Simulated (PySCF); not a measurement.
**CuNCl: structure of the doublet**

The task is one start of a wider search on CuNCl: the doublet, from a linear start. It is relaxed, tested by its Hessian and followed downhill if it is a saddle.

Method: PBE0, basis Cu def2-TZVP, N def2-TZVP, Cl def2-TZVP, no relativity, density fitting; program: PySCF 2.14.0.

### Step 1. Where the work starts

3 atoms, charge 0, spin multiplicity 2.

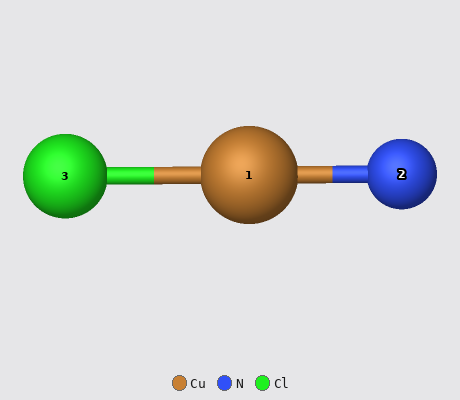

Start geometry, drawn with copper orange, nitrogen blue, chlorine green; atoms are numbered from 1 in the order of the file.

```xyz
3
charge 0 multiplicity 2
Cu    0.0000    0.0000    0.0000
N     0.0000    0.0000   -1.7500
Cl    0.0000    0.0000    2.1100
```

### Step 2. Finding the electronic state

One driver script runs all steps and calls PySCF; scf.py shows how it sets up the SCF of each step. The optimiser is the driver's own. After this first run the driver tries any further starts and a stability analysis.

The input, scf.py:

```python
from pyscf import gto, scf, dft
mol = gto.M(atom='''
Cu     0.000000     0.000000     0.000000
N      0.000000     0.000000    -1.750000
Cl     0.000000     0.000000     2.110000''',
    basis={'Cu': 'def2-TZVP', 'N': 'def2-TZVP', 'Cl': 'def2-TZVP'},
    charge=0, spin=1)
mf = dft.UKS(mol, xc='PBE0')
mf.grids.atom_grid = (50, 194)
aux = {'Cu': 'def2-universal-JKFIT', 'N': 'def2-universal-JKFIT', 'Cl': 'def2-universal-JKFIT'}
mf = mf.density_fit(auxbasis=aux)
mf.conv_tol = 1e-08
mf.diis_space = 10
mf.max_cycle = 60
mf.init_guess = 'minao'
mf.verbose = 4
mf.kernel()
```

Started as:

```bash
$ OMP_NUM_THREADS=4 python axn.py task.json out
```

After this run come: Linear start, doublet: relaxation; Releasing the symmetry; Frequencies.

Q: Predict the outcome of this session. Wanted: minimum; geometry; wavenumbers; dipole moment; highest occupied, lowest empty level; polar-tensor charge of Cu1; zero-point energy; atomisation energy; ⟨S²⟩.

**Answer**, as computed:

| quantity | value |
| --- | --- |
| minimum | broken-symmetry (Ms = 1/2), Cs |
| geometry | Cu–Cl 2.079 Å, Cu–N 1.774 Å; Cl–Cu–N 153.4° |
| wavenumbers (cm⁻¹) | 89 (a'), 394 (a'), 604 (a') |
| dipole moment | 1.99 D |
| highest occupied, lowest empty level (either spin) | -8.53, -5.49 eV |
| polar-tensor charge of Cu1 | +0.81 e |
| zero-point energy | 6.5 kJ/mol |
| entropy at 298.15 K | 292.3 J/(mol K) |
| atomisation energy (no zero-point energy) | 408 kJ/mol |
| ⟨S²⟩ | 1.642 |

**Reading.** From C∞v at the start the molecule goes to a Cs minimum. The determinant is spin-contaminated (⟨S²⟩ = 1.64 against 0.75), so it is no pure spin state. In the infrared the band at 604 cm⁻¹ (a', stretch) leads. The first SCF alone would have been 49 kJ/mol too high. Only this shape and spin were tried, so other structures or states may lie lower. One determinant may miss the lowest occupation of an open d or f shell.
